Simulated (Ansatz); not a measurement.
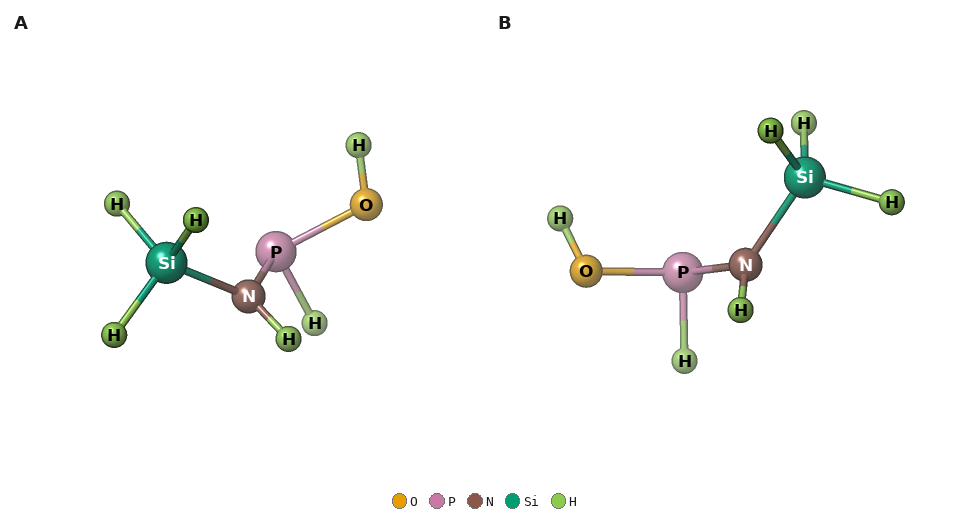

Distant atoms are faded towards the background colour. The computed structure is the end point of a PBE0-D4/def2-TZVP optimisation.

**Can A be turned into B by a rotation alone?**

No. They are mirror images that no rotation superimposes: the geometry of H6NOPSi is chiral (C1), and the handedness lies in its shape, not in a labelled carbon stereocentre. Their energies are equal.
